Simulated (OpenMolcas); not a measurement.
# Nb³⁺ among point charges: CASSCF and CASPT2 levels and susceptibility

Aim: the splitting of the states of Nb³⁺ in the field of 4 point charges, its lowest levels with spin-orbit coupling and its magnetic susceptibility.

The numbers are computed with OpenMolcas 26.06 (state-averaged CASSCF and CASPT2, spin-orbit coupling by RASSI with atomic mean-field integrals), except any that are marked as measured or tabulated.

### Step 1. The atom as given

* Species: Nb³⁺ (niobium, Z = 41, 38 electrons)
* Basis: ANO-RCC-VDZP [6s5p3d1f], 43 functions
* Scalar Hamiltonian: DKH2, point nucleus
* Inactive shells: 1s 2s 2p 3s 3p 3d 4s 4p
* Active space: 2 electrons in 5 orbitals (4d)
* Some configurations of this space: 4d2
* Orbitals: optimised for each spin and parity, averaged over all roots

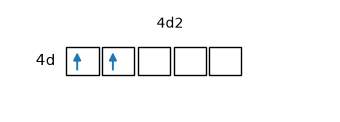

Occupation of the outer shells (arrows by Hund's rule).

The ion sits among 4 point charges of -1 e arranged as a tetrahedron (Td), 1.89 Å from the ion.

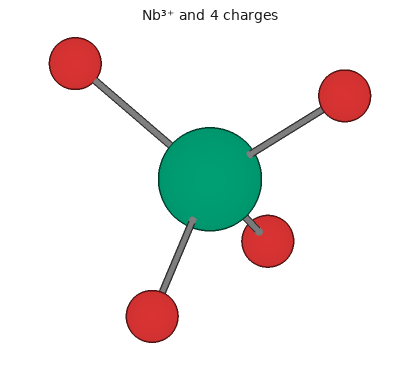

The ion and the point charges (red).

Each step is its own input file, run in one work folder so that later steps find the files of earlier ones. Labels, J, g values, rates, χT and fits are worked out afterwards by a script from the matrices that RASSI stores.

### Step 2. One- and two-electron integrals

File a.inp:

```
&GATEWAY
Coord
1

Nb 0.0 0.0 0.0
Basis=ANO-RCC-VDZP
Group=NoSym
NoMove
AngMom=0.0 0.0 0.0
AMFI
XField
4 Angstrom 0
1.091192 1.091192 1.091192 -1.000000
1.091192 -1.091192 -1.091192 -1.000000
-1.091192 1.091192 -1.091192 -1.000000
-1.091192 -1.091192 1.091192 -1.000000
&SEWARD
```

Started as:

```bash
OMP_NUM_THREADS=1 MOLCAS_MEM=1689 MOLCAS_PROJECT=a pymolcas a.inp > a.log
```

### Step 3. Reference wave functions, triplets, 10 roots

File a.inp:

```
&RASSCF
FileOrb=start.orb
Symmetry=1
Spin=3
nActEl=2 0 0
Inactive=18
Ras2=5
CIRoot=10 10 1
SDav=10
CIMx=300
Iter=120 100
PrWF=0.3
OrbListing=Nothing
MaxOrb=0
>>> COPY $Project.JobIph JOB001
```

start.orb holds the contracted functions of the basis, ordered by shell, or the orbitals of the step before.

### Step 4. CASSCF: singlets, 15 roots

File a.inp:

```
&RASSCF
FileOrb=start.orb
Symmetry=1
Spin=1
nActEl=2 0 0
Inactive=18
Ras2=5
CIRoot=15 15 1
SDav=15
CIMx=300
Iter=120 100
PrWF=0.3
OrbListing=Nothing
MaxOrb=0
>>> COPY $Project.JobIph JOB002
```

### Step 5. State interaction with spin-orbit coupling

File a.inp:

```
&RASSI
NrOfJobIphs=2 10 15
1 2 3 4 5 6 7 8 9 10
1 2 3 4 5 6 7 8 9 10 11 12 13 14 15
IphNames
JOB001
JOB002
EJob
SpinOrbit
DIPRint=1.0
SOCoupling=1000.0
Subsets=2
Property=9
'ANGMOM' 1 'ANGMOM' 2 'ANGMOM' 3 'MLTPL  1' 1 'MLTPL  1' 2 'MLTPL  1' 3
'AMFI' 1 'AMFI' 2 'AMFI' 3
SOProperty=3
'ANGMOM' 1 'ANGMOM' 2 'ANGMOM' 3
```

### Step 6. CASPT2: IPEA 0.25, imaginary shift 0.1 (closed shells correlated: 4s 4p)

File a.inp:

```
>>> COPY JOB001 $Project.JobIph
&CASPT2
Multistate=10 1 2 3 4 5 6 7 8 9 10
NoMult
Frozen=14
IPEA=0.25
Imaginary=0.1
MaxIter=60
WThr=0.0 0.3 0.05
PrWF=0.5
NoMix
>>> COPY JOB002 $Project.JobIph
&CASPT2
Multistate=15 1 2 3 4 5 6 7 8 9 10 11 12 13 14 15
NoMult
Frozen=14
IPEA=0.25
Imaginary=0.1
MaxIter=60
WThr=0.0 0.3 0.05
PrWF=0.5
NoMix
```

(Steps that only read results are left out.)

**Question.** What will these runs give? Wanted: spin-free ground state; first state of the same spin within the active space; lowest level; next level.

**Answer**, as computed:

| quantity | value |
| --- | --- |
| method | SS-CASPT2, IPEA 0.25, imaginary shift 0.1 (closed shells correlated: 4s 4p) |
| spin-free ground state | 3A2, 1-fold in its orbital part |
| first state of the same spin within the active space | 3T2 at 3860 cm⁻¹ |
| lowest level | 3-fold T2 |
| next level | 3701.9 cm⁻¹ |
| χT at 300 K | 0.58 cm³ K/mol |
| effective moment at 300 K | 2.16 μB |

Cost by method:

```tsv
method	time of its own steps	time with the reference
A. CASSCF	5.4 s	5.4 s
B. SS-CASPT2, IPEA 0.25, imaginary shift 0.1, +4s 4p	2.7 s	8.1 s
```

Times are of one thread on a shared host.

The spin-free ground state (3A2) comes to 100 % from free-ion F terms and keeps the highest spin of the shell. χT at 300 K is 0.58, against 1.00 cm³ K/mol for the spin alone, so spin-orbit coupling lowers it. CASPT2 does not keep the components of a term degenerate, and the means are used. The field of point charges can differ much from that of real complexes. This is an electrostatic model: the charges have no orbitals.
